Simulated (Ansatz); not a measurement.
All values below come from PBE (plane waves to 420 eV, PAW; Ansatz, a program for electronic structure).

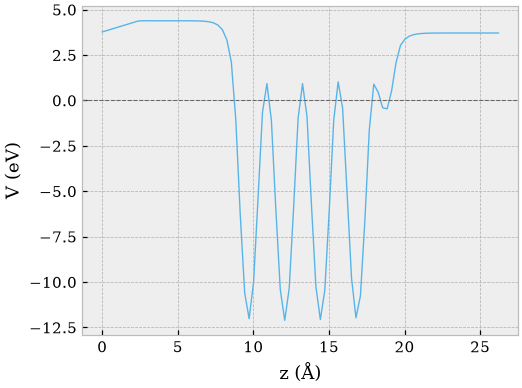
*Planar average of the electrostatic potential across the slab, in eV from the Fermi level, for Co on the 1x1 (111) surface of fcc Ag, one in a 2x2 cell, started at the site 'hollow Ag-Ag-Ag over Ag at depth 4.7 Å'*

Model: 17-atom slab, 7.1 Å thick at the start under the adsorbate (thin: gaps and levels are the slab's own), 6x6x1 mesh, Fermi-Dirac 0.1 eV, dipole correction, 8 atoms held, the rest relaxed; start symmetry kept, larger cells not searched; spin-polarised, no spin-orbit, no U, no dispersion correction. At the end it is bonded to 3 Ag. In PBE it is, or lies within 0.03 eV of, the lowest of the starts that converged.

The vacuum level lies 3.72 eV above the Fermi level over the top face and 4.39 eV above it under the bottom face.
